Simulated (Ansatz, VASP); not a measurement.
**TiTe2: VASP beside Ansatz**

One calculation is typed for both programs; each brings its own data sets and cutoff. How far apart do they land? The structure shown is the end of the VASP relaxation below.

Main program and level: Ansatz 0.2.0; plane waves, with VASP 6.6.1 beside it; single point at LDA.

## 1. Set-up

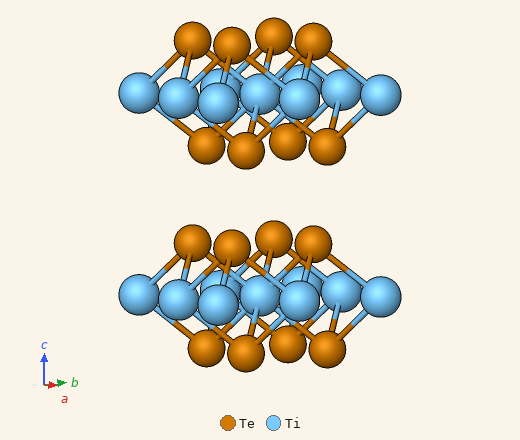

The cell as given, from the side, with the c axis up (tellurium orange, titanium blue). 2×2×1 cells are drawn. Some periodic images of atoms are drawn too.

The cell holds 6 atoms: 4 Te and 2 Ti. Its edges and angles: a = 3.777 Å, b = 3.777 Å, c = 24.913 Å, α = 90.0°, β = 90.0°, γ = 120.0°. It derives from TiTe2. As first built, before any earlier steps moved the atoms: kind sheets cut from a layered crystal; sheets 2. Vacuum lies along c.

Structure file:

```xyz
6
Lattice="3.7770 0.0000 0.0000 -1.8885 3.2710 0.0000 0.0000 0.0000 24.9133" Properties=species:S:1:pos:R:3
Te    1.8885    1.0903   17.2279
Te    0.0000    2.1807   13.9057
Te    1.8885    1.0903   11.0077
Te    0.0000    2.1807    7.6855
Ti    0.0000    0.0000   15.5538
Ti    0.0000    0.0000    9.3596
```

## 2. VASP: relaxation, LDA

This run makes the geometry at which the two programs are then compared.

Lines of VASP's logs that name or quote its potential files are left out, and so is its time.

Contents of INCAR:

```
SYSTEM = TiTe2
PREC = Normal
ENCUT = 300
EDIFF = 1E-05
NELM = 120
ISMEAR = 0
SIGMA = 0.05
LREAL = .FALSE.
ALGO = Fast
GGA = CA
NBANDS = 22
LASPH = .TRUE.
LORBIT = 11
LWAVE = .FALSE.
LCHARG = .FALSE.
KPAR = 2
IBRION = 2
NSW = 40
ISIF = 2
EDIFFG = -0.03
POTIM = 0.4
MAXMIX = 40
IDIPOL = 3
LDIPOL = .TRUE.
DIPOL = 0.5 0.5 0.5
```

Contents of POSCAR:

```
TiTe2
1.0
    3.7770000000      0.0000000000      0.0000000000
   -1.8885000000      3.2709779500      0.0000000000
    0.0000000000      0.0000000000     24.9133488000
Te Ti
4 2
Direct
    0.6666666670      0.3333333330      0.6989565690
    0.3333333330      0.6666666670      0.5618674600
    0.6666666670      0.3333333330      0.4381325400
    0.3333333330      0.6666666670      0.3010434310
    0.0000000000      0.0000000000      0.6304120140
    0.0000000000      0.0000000000      0.3695879860
```

Contents of KPOINTS:

```
Automatic mesh
0
Gamma
9 9 1
0 0 0
```

The projector-augmented-wave data sets are Te and Ti (LDA family, release 64).

The run is started by

```sh
$ mpirun -np 2 vasp_std
```

Numbers of over 12 decimals in the logs are rounded to 6 here.

Log:

```text
[banner, memory and clock lines left out]
running    2 mpi-ranks, on    1 nodes
 distrk:  each k-point on    1 cores,    2 groups
 distr:  one band on    1 cores,    1 groups

 POSCAR found type information on POSCAR TeTi
 POSCAR found :  2 types and       6 ions
 LDA part: xc-table for (Slater(with rela. corr.)+CA(PZ))
 , standard interpolation
 POSCAR, INCAR and KPOINTS ok, starting setup
 FFT: planning ... GRIDC
 FFT: planning ... GRID_SOFT
 FFT: planning ... GRID
 WAVECAR not read
 entering main loop
       N       E                     dE             d eps       ncg     rms          rms(c)
DAV:   1     0.175885753928E+03    0.17589E+03   -0.76649E+03   528   0.720E+02
DAV:   2    -0.171044438557E+02   -0.19299E+03   -0.18625E+03   722   0.191E+02
DAV:   3    -0.398004527643E+02   -0.22696E+02   -0.21857E+02   686   0.691E+01
DAV:   4    -0.408971121478E+02   -0.10967E+01   -0.10844E+01   780   0.165E+01
DAV:   5    -0.409247022501E+02   -0.27590E-01   -0.27512E-01   730   0.287E+00    0.191E+01
RMM:   6    -0.401197503318E+02    0.80495E+00   -0.65668E+01   575   0.426E+01    0.127E+01
RMM:   7    -0.370612230530E+02    0.30585E+01   -0.29948E+01   546   0.351E+01    0.109E+01
RMM:   8    -0.366879504120E+02    0.37327E+00   -0.73840E+00   535   0.136E+01    0.459E+00
RMM:   9    -0.361892370646E+02    0.49871E+00   -0.10915E+00   551   0.490E+00    0.185E+00
RMM:  10    -0.361409721195E+02    0.48265E-01   -0.74183E-01   580   0.359E+00    0.526E-01
RMM:  11    -0.361434925844E+02   -0.25205E-02   -0.83996E-02   580   0.117E+00    0.391E-01
RMM:  12    -0.361409398169E+02    0.25528E-02   -0.20662E-02   530   0.608E-01    0.241E-01
RMM:  13    -0.361412779157E+02   -0.33810E-03   -0.44315E-03   563   0.388E-01    0.909E-02
RMM:  14    -0.361414126969E+02   -0.13478E-03   -0.11401E-03   588   0.162E-01    0.489E-02
RMM:  15    -0.361415345356E+02   -0.12184E-03   -0.33384E-04   568   0.855E-02    0.294E-02
RMM:  16    -0.361416593143E+02   -0.12478E-03   -0.13690E-04   522   0.539E-02    0.247E-02
RMM:  17    -0.361416812728E+02   -0.21959E-04   -0.23100E-05   367   0.271E-02    0.150E-02
RMM:  18    -0.361417596462E+02   -0.78373E-04   -0.74925E-05   473   0.357E-02    0.138E-02
RMM:  19    -0.361417879581E+02   -0.28312E-04   -0.19795E-05   369   0.189E-02    0.124E-02
RMM:  20    -0.361418086167E+02   -0.20659E-04   -0.40376E-06   340   0.939E-03    0.998E-03
RMM:  21    -0.361418271898E+02   -0.18573E-04   -0.62638E-06   332   0.111E-02    0.163E-03
RMM:  22    -0.361418484925E+02   -0.21303E-04   -0.14873E-05   332   0.123E-02    0.992E-03
RMM:  23    -0.361418479064E+02    0.58601E-06   -0.15821E-06   277   0.796E-03
   1 F= -.36141848E+02 E0= -.36138933E+02  d E =-.361418E+02
[... from here on, the cycles between the ionic steps are left out ...]
   2 F= -.36156757E+02 E0= -.36153899E+02  d E =-.149090E-01
   5 F= -.36171337E+02 E0= -.36168671E+02  d E =-.212636E-02
   6 F= -.36172553E+02 E0= -.36169911E+02  d E =-.121593E-02
   7 F= -.36176135E+02 E0= -.36173573E+02  d E =-.479854E-02
   8 F= -.36182491E+02 E0= -.36180076E+02  d E =-.111545E-01
   9 F= -.36191507E+02 E0= -.36189368E+02  d E =-.201707E-01
  10 F= -.36185192E+02 E0= -.36183047E+02  d E =-.138548E-01
  11 F= -.36193695E+02 E0= -.36191651E+02  d E =-.223579E-01
  12 F= -.36193820E+02 E0= -.36191798E+02  d E =-.224832E-01
  13 F= -.36191562E+02 E0= -.36189566E+02  d E =0.225774E-02
 trial-energy change:    0.002258  1 .order    0.002282   -0.001834    0.006399
 step:   1.7871(harm=  1.7871)  dis= 0.00278  next Energy=   -36.194024 (dE=-0.204E-03)
 bond charge predicted
       N       E                     dE             d eps       ncg     rms          rms(c)
DAV:   1    -0.361938239464E+02   -0.22629E-02   -0.22984E-01   528   0.230E+00    0.217E-01
RMM:   2    -0.361938922421E+02   -0.68296E-04   -0.57004E-03   528   0.468E-01    0.954E-02
RMM:   3    -0.361940038849E+02   -0.11164E-03   -0.11067E-03   561   0.169E-01    0.762E-02
RMM:   4    -0.361940219887E+02   -0.18104E-04   -0.20592E-04   575   0.784E-02    0.481E-02
RMM:   5    -0.361940227622E+02   -0.77344E-06   -0.35281E-05   387   0.317E-02
  14 F= -.36194023E+02 E0= -.36192019E+02  d E =-.202805E-03
 curvature:  -0.90 expect dE=-0.832E-05 dE for cont linesearch -0.412E-06
 trial: gam=-0.00568 g(F)=  0.921E-05 g(S)=  0.000E+00 ort = 0.103E-04 (trialstep = 0.678E+01)
 search vector abs. value=  0.910E-05
 reached required accuracy - stopping structural energy minimisation
```

OUTCAR, selected parts (step 2):

```text
ion  position               nearest neighbor table
   1  0.667  0.333  0.699-   5 2.77   5 2.77   5 2.77
   2  0.333  0.667  0.562-   5 2.77   5 2.77   5 2.77
   3  0.667  0.333  0.438-   6 2.77   6 2.77   6 2.77
   4  0.333  0.667  0.301-   6 2.77   6 2.77   6 2.77
   5  0.000  0.000  0.630-   2 2.77   2 2.77   2 2.77   1 2.77   1 2.77   1 2.77
   6  0.000  0.000  0.370-   3 2.77   3 2.77   3 2.77   4 2.77   4 2.77   4 2.77

  LATTYP: Found a hexagonal cell.
 ALAT       =     3.7770000000
 C/A-ratio  =     6.5960679905

 Subroutine GETGRP returns: Found 12 space group operations
 (whereof 12 operations were pure point group operations)

The static configuration has the point symmetry D_3d.

 Found     12 irreducible k-points:

   k-points           NKPTS =     12   k-points in BZ     NKDIM =     12   number of bands    NBANDS=     22

   dimension x,y,z NGX =    16 NGY =   16 NGZ =  108
   dimension x,y,z NGXF=    32 NGYF=   32 NGZF=  216

   ENCUT  =  300.0 eV  22.05 Ry    4.70 a.u.   5.33  5.33 35.18*2*pi/ulx,y,z

   NELECT =      32.0000    total number of electrons

 k-points in reciprocal lattice and weights: Automatic mesh
   0.00000000  0.00000000  0.00000000       0.012
   0.11111111  0.00000000  0.00000000       0.074
   0.22222222  0.00000000  0.00000000       0.074
   0.33333333  0.00000000  0.00000000       0.074
   0.44444444  0.00000000  0.00000000       0.074
   0.11111111  0.11111111  0.00000000       0.074
   0.22222222  0.11111111  0.00000000       0.148
   0.33333333  0.11111111  0.00000000       0.148
   0.44444444  0.11111111  0.00000000       0.074
   0.22222222  0.22222222  0.00000000       0.074
   0.33333333  0.22222222  0.00000000       0.148
   0.33333333  0.33333333  0.00000000       0.025

 dipolmoment           0.000000      0.000000     -0.000000 electrons x Angstroem

 average (electrostatic) potential at core
       1 -94.3330       2 -94.5430       3 -94.5430       4 -94.3330       5 -30.3982
       6 -30.3982

 E-fermi :   0.2975

 k-point     1 :       0.0000    0.0000    0.0000
  band No.  band energies     occupation
    ...
      8      -1.4315      2.00000
      9      -1.4219      2.00000
     10      -1.3729      2.00000
     11      -1.3729      2.00000
     12       0.0838      2.00000
     13       0.6590      0.00000
     14       0.6590      0.00000
     15       0.6687      0.00000
     16       0.6687      0.00000
     17       0.8325      0.00000
    ...

 k-point     2 :       0.1111    0.0000    0.0000
  band No.  band energies     occupation
    ...
     11      -0.8498      2.00000
     12      -0.2893      2.00000
     13      -0.0765      2.00000
     14       0.1978      1.99518
     15       0.2222      1.96665
     16       0.3285      0.38043
     17       0.7244      0.00000
     18       0.8733      0.00000
     19       1.4481      0.00000
     20       1.4926      0.00000
    ...

 k-point     3 :       0.2222    0.0000    0.0000
  band No.  band energies     occupation
    ...
     12      -1.2902      2.00000
     13      -0.7276      2.00000
     14      -0.2940      2.00000
     15      -0.1237      2.00000
     16       0.0093      2.00000
     17       0.5236      0.00000
     18       0.6686      0.00000
     19       1.5181      0.00000
     20       1.5997      0.00000
     21       1.7714      0.00000
    ...

  Total       -3.4597444     -3.4597444     -0.0322876      0.0000000      0.0000000      0.0000000
  in kB      -18.0093438    -18.0093438     -0.1680695      0.0000000      0.0000000      0.0000000
  external PRESSURE =     -12.0622524 kB  Pullay stress =       0.0000000 kB

  energy-cutoff  :      300.00
  volume of cell :      307.79
      direct lattice vectors                 reciprocal lattice vectors
     3.777000000  0.000000000  0.000000000     0.264760392  0.152859484  0.000000000
    -1.888500000  3.270977950  0.000000000     0.000000000  0.305718967  0.000000000
     0.000000000  0.000000000 24.913348800     0.000000000  0.000000000  0.040139124

 POSITION                                       TOTAL-FORCE (eV/Angst)
 -----------------------------------------------------------------------------------
      1.88850      1.09033     17.22788        -0.000000      0.000000     -0.008379
     -0.00000      2.18065     13.90566        -0.000000     -0.000000      0.006316
      1.88850      1.09033     11.00769         0.000000      0.000000     -0.006316
     -0.00000      2.18065      7.68547         0.000000      0.000000      0.008379
      0.00000      0.00000     15.55380         0.000000      0.000000      0.003033
      0.00000      0.00000      9.35955         0.000000      0.000000     -0.003033
 -----------------------------------------------------------------------------------
    total drift:                                0.000000      0.000000     -0.000000

  FREE ENERGIE OF THE ION-ELECTRON SYSTEM (eV)
  ---------------------------------------------------
  free  energy   TOTEN  =       -36.1940227622 eV

  energy  without entropy=      -36.1900150745  energy(sigma->0) =      -36.19201892

 reached required accuracy - stopping structural energy minimisation

 vacuum level on the upper side and lower side of the slab         5.567         5.567

 total charge
# of ion       s       p       d       tot
------------------------------------------
    1        1.389   2.010   0.036   3.435
    2        1.387   2.013   0.043   3.443
    3        1.387   2.013   0.043   3.443
    4        1.389   2.010   0.036   3.435
    5        0.404   0.603   2.431   3.438
    6        0.404   0.603   2.431   3.438
--------------------------------------------------
tot          6.361   9.252   5.019  20.631

[... 3 further parts left out ...]
```

CONTCAR:

```
TiTe2
   1.00000000000000
     3.7770000000000001    0.0000000000000000    0.0000000000000000
    -1.8885000000000001    3.2709779499999998    0.0000000000000000
     0.0000000000000000    0.0000000000000000   24.9133488000000014
  Te              Ti
     4     2
Direct
     0.6666666670000012    0.3333333329999988    0.6915118156277298
     0.3333333329999988    0.6666666670000012    0.5581610726329704
     0.6666666670000012    0.3333333329999988    0.4418389273670295
     0.3333333329999988    0.6666666670000012    0.3084881843722703
     0.0000000000000000    0.0000000000000000    0.6243157997375974
     0.0000000000000000    0.0000000000000000    0.3756842002624026
```

## 3. Ansatz: single point, LDA

Ansatz runs on its default PAW (the set named soft_2) files.

The same cell, functional (in two slightly different forms), mesh and smearing now go to Ansatz, which takes its cutoff from its data sets.

Contents of input.yaml:

```yaml
crystal:
  lattice:
    - [3.777, 0.0, 0.0]
    - [-1.8885, 3.27097795, 0.0]
    - [0.0, 0.0, 24.9133488]
  atoms:
    - { symbol: Te, position: [0.66666667, 0.33333333, 0.69151182] }
    - { symbol: Te, position: [0.33333333, 0.66666667, 0.55816107] }
    - { symbol: Te, position: [0.66666667, 0.33333333, 0.44183893] }
    - { symbol: Te, position: [0.33333333, 0.66666667, 0.30848818] }
    - { symbol: Ti, position: [0.0, 0.0, 0.6243158] }
    - { symbol: Ti, position: [0.0, 0.0, 0.3756842] }
hamiltonian:
  xc: lda
  pseudopotentials: { kind: paw }
kpoints:
  mp_grid: { grid: [9, 9, 1] }
scf:
  occupations: { method: gaussian, width: 0.05 }
  n_extra_bands: 5
efield:
  axis: 3
  dipole_correction: true
  ramp_width: 0.04
output:
  forces: true
  eigenvalues: true
```

The run is started by

```sh
$ ansatz run input.yaml --threads 4 --pin off --max-ram 9216MiB --backend cpu --events-out ev --progress --plain --runs-dir out
```

Log:

```text
scf.n_extra_bands = 5 over 44 filled bands (N_el = 88.0): the run solves 49 bands
Engine: ansatz 0.2.0, x86_64-unknown-linux-gnu
Pseudopotentials: kind: paw
Pseudopotential: Te, paw, valence charge 16, recommended cutoff 420 eV (normal), Te.paw.azcp
Pseudopotential: Ti, paw, valence charge 12, recommended cutoff 420 eV (normal), Ti.paw.azcp
Functional definition: SPW92
  exchange = slater_x
  correlation = pw_c
Crystal: 6 atoms, lattice volume = 307.792 Å³
Basis set: ecut = 420 eV, 6035 PW (Γ)
Bands: 49, of which v1, the nominal top of the filled ones, is band 44 counted from 1 (43 counted from 0)
Symmetry: 6 space group operations
k-points: 12 of 81 (time reversal used)
Non-local potential: Te, projectors of the file, l = 0: 2, l = 1: 2, l = 2: 2, l = 3: 2
Non-local potential: Ti, projectors of the file, l = 0: 3, l = 1: 2, l = 2: 3, l = 3: 1
PAW form: soft (Blöchl's): semilocal exchange-correlation on the pseudo side does not see the compensation charge
PAW frozen core: Te, regenerated for the run's functional, and the local potential with it (the file was generated under x = pbe(κ = 0.804, μ = 0.219515), c = pbe(β = 0.066725))
PAW frozen core: Ti, regenerated for the run's functional, and the local potential with it (the file was generated under x = pbe(κ = 0.804, μ = 0.219515), c = pbe(β = 0.066725))
PAW one-centre angular grid: Te, 590 points (default); XC on 64 Gauss nodes
PAW one-centre angular grid: Ti, 590 points (default); XC on 64 Gauss nodes
Initial density: superposition of atomic densities (neutral atoms: chi_scale 0, normalization atom), corrected by the library's trained network
Initial wavefunctions: pseudopotential atomic-orbital guess
Functional: x = slater, c = lda
SCF iter   1: F=—  HF=-32213.406972 eV  |F-HF|=—  |Δ(HF+E_count)|=         —  Δρ=5.20e-3  dr2=1.15e-1  ethr=1.77e-3  p=0.000 e·Å  D=1.29e-13 V/Å  ΔV_dip=-0.00 eV  dr2_dipole=8.47e-8  V_vac-E_F(+/−)=5.20/5.20 eV  ⟨swp⟩=7.3  Hψ=2476  notcnv=0
efield: sawtooth ramp at fractional position 0.9800 (placed from the atoms, in the widest stretch of the axis that holds none; the zero of the levels goes with the place), width 0.0400; the density the first Hamiltonian is built on has a dipole p = 0.000 e·Å; the dipole correction subtracts the counter field D = 1.29e-13 V/Å, which shifts the + side's vacuum level by -0.00 eV against the − side's; the planar-averaged density in the ramp window peaks in size at 2.7e-5 e/Å³
preconditioner: auto → LDOS  [insulator: Δε(μ)=0.105 eV  Ē_g=5.531 eV  σ=0.050 eV  W_gap=0.60  n_scr=70 (ndim 8)  ℏωp=12.0 eV  f_vac=0.479  D(μ)=3.16/eV (n_scr^D=10)  ε∞_Penn≈5.7  β→1.0]
SCF iter   2: F=—  HF=-32213.402163 eV  |F-HF|=—  |Δ(HF+E_count)|=   4.81e-3  Δρ=3.80e-3  dr2=9.47e-2  ethr=1.30e-4  p=0.000 e·Å  D=5.33e-5 V/Å  ΔV_dip=-0.00 eV  dr2_dipole=1.59e-6  V_vac-E_F(+/−)=5.37/5.37 eV  ⟨swp⟩=3.6  Hψ=1281  notcnv=0  defer=12
SCF iter   3: F=—  HF=-32213.392895 eV  |F-HF|=—  |Δ(HF+E_count)|=   9.27e-3  Δρ=5.03e-4  dr2=1.40e-3  ethr=1.08e-4  p=-0.000 e·Å  D=-4.60e-6 V/Å  ΔV_dip=0.00 eV  dr2_dipole=2.02e-9  V_vac-E_F(+/−)=5.24/5.24 eV  ⟨swp⟩=2.0  Hψ=739  notcnv=0  defer=12
SCF iter   4: F=—  HF=-32213.392880 eV  |F-HF|=—  |Δ(HF+E_count)|=   1.55e-5  Δρ=1.01e-4  dr2=1.35e-4  ethr=1.59e-6  p=0.000 e·Å  D=9.97e-7 V/Å  ΔV_dip=-0.00 eV  dr2_dipole=5.01e-11  V_vac-E_F(+/−)=5.25/5.25 eV  ⟨swp⟩=2.2  Hψ=740  notcnv=0  defer=12
SCF iter   5: F=—  HF=-32213.392862 eV  |F-HF|=—  |Δ(HF+E_count)|=   1.79e-5  Δρ=4.29e-5  dr2=1.61e-5  ethr=1.54e-7  p=-0.000 e·Å  D=-5.89e-7 V/Å  ΔV_dip=0.00 eV  dr2_dipole=7.95e-11  V_vac-E_F(+/−)=5.25/5.25 eV  ⟨swp⟩=2.0  Hψ=982  notcnv=0  defer=12
SCF iter   6: F=—  HF=-32213.392889 eV  |F-HF|=—  |Δ(HF+E_count)|=   2.68e-5  Δρ=1.19e-5  dr2=7.48e-7  ethr=1.83e-8  p=0.000 e·Å  D=9.61e-8 V/Å  ΔV_dip=-0.00 eV  dr2_dipole=1.47e-12  V_vac-E_F(+/−)=5.25/5.25 eV  ⟨swp⟩=2.2  Hψ=732  notcnv=0  defer=12
SCF iter   7: F=-32213.392889 eV  HF=-32213.392889 eV  |F-HF|=5.54e-8  |Δ(HF+E_count)|=   4.05e-7  Δρ=4.18e-6  dr2=5.98e-8  ethr=1.14e-10  p=0.000 e·Å  D=3.75e-7 V/Å  ΔV_dip=-0.00 eV  dr2_dipole=1.03e-11  V_vac-E_F(+/−)=5.26/5.26 eV  ⟨swp⟩=10.1  Hψ=2523  notcnv=0
SCF 1 converged in 7 iterations: F = -32213.392889 eV  dr2 = 5.98e-8
  greatest PAW one-centre occupation: 0.999 electrons in one spin orbital (limit 2), on the Te atom at site 0 (counted from 0), in its partial waves of l = 2
SCF converged after 7 iterations
Free energy (F): -32213.392889 eV
Harris-Foulkes:  -32213.392889 eV  (|F-HF|=5.54e-8)
Internal energy: -32213.388903 eV  (E = F + TS)
E sigma→0 (E₀):  -32213.390896 eV
Entropy (-TS):   -0.003986 eV (-0.664 meV/atom)
Fermi energy:    2.629237 eV
Dipole field:    D = -0.000003 V/Å  (p = -0.000005 e·Å, saw-weighted, corrected)
Work function:   Φ+ = 5.2550 eV   Φ− = 5.2549 eV
Levels:          The Fermi level and band energies are counted from a zero that moves with the ramp; work functions are not
--- Per-component energies (eV) ---
  E_band       = -1991.429822
  E_kinetic    = 1272.844963
  E_local      = -70601.079079  (includes V_loc(G=0)·N_el)
  E_nonlocal   = -1193.907105
  E_hartree    = 35535.023739
  E_xc         = -690.093821
  E_vxc        = -664.548454  (∫ρ·V_xc dr)
  E_paw        = -20039.020178  (= ΣΔE_a)
  E_vpaw       = -1874.747646  (= ΣTr[D̂ρ^β])
  E_aug_tail   = -0.000567  (compensation charges beyond the density's cutoff)
  E_efield     = 0.000000  (sawtooth field / dipole correction)
  E_vefield    = 0.000000  (∫n·V_field dr)
  E_ewald      = 23499.476599
  E_core_change = 3.366545  (= ΣΔE_core)
  E_smearing   = -0.003986  (= −TS)
  E_closure    = -0.000000  (closes the sum)
  Σ components = -32213.392889   (vs F -32213.392889, Δ=0.00e0)
--- Forces (eV/Å), atoms counted from 1 ---
  atom   1  Te     0.00000000     0.00000000     0.02017153
  atom   2  Te     0.00000000    -0.00000000    -0.01299020
  atom   3  Te    -0.00000000     0.00000000     0.01299074
  atom   4  Te     0.00000000    -0.00000000    -0.02016996
  atom   5  Ti     0.00000000    -0.00000000     0.00652783
  atom   6  Ti     0.00000000     0.00000000    -0.00652846
  max |Σ_I F_I| component: 1.48e-6 eV/Å
--- Band table (eV; the first three rows and the last of 12) ---
  k-point 0: bands = [... 40 lower, 3.0068, 3.0068, 3.0168, 3.0168, 3.1719, 3.5035, 3.5035, 3.7289, ... 1 higher]
  k-point 1: bands = [... 40 lower, 2.2365, 2.5052, 2.5473, 2.6583, 3.0640, 3.2074, 3.7757, 3.8154, ... 1 higher]
  k-point 2: bands = [... 40 lower, 1.5788, 2.0224, 2.1955, 2.3146, 2.8608, 3.0028, 3.8616, 3.9422, ... 1 higher]
  k-point 11: bands = [... 40 lower, 0.5486, 0.5486, 0.9618, 0.9618, 3.5380, 3.5447, 3.7507, 3.7507, ... 1 higher]
```

It took 2.3 s on 4 threads of Intel Xeon Platinum 8488C (Sapphire Rapids), shared host; peak memory 0.71 GiB.

Reading the cycles: dr2 is the Hartree energy of the density residual (eV), the measure of convergence; HF is the Harris–Foulkes estimate of the energy, which meets the free energy F at convergence.

## 4. Side by side

Known differences besides the PAW data sets themselves: the two LDA forms differ slightly; the data sets hold 88 valence electrons in Ansatz (default PAW (the set named soft_2) files) and 32 in VASP; the cutoff is 420 eV in Ansatz and 300 eV in VASP (PREC = Normal); Ansatz makes its cores anew for this functional, VASP keeps those of its LDA data sets. Total energies have different zeros and are not compared.

At this near-relaxed geometry the largest component of a force difference is 29 meV/Å.

## 5. Summary of results

```json
{
  "r.m.s. force difference (single point, LDA)": "12 meV/Å"
}
```

**Reading.** The r.m.s. force difference is 12 meV/Å (single point, LDA), at about the 12 meV/Å picked in this series as the mark of a large difference. Differences of this kind measure data sets and numerical settings, not the functional's error against experiment.

[Lines on the potential files, build, host, timing and source positions are cut from VASP's logs without a mark.]

[Logs are printed without paths, hosts, clocks, repeated set-up lines and the standing remarks that a program may print on its own settings, such as how far it seeks lower states.]

[Hosts, paths, dates, database ids (printed as entryN), source tags and the programs' standing remarks are cut or masked in the printed files.]
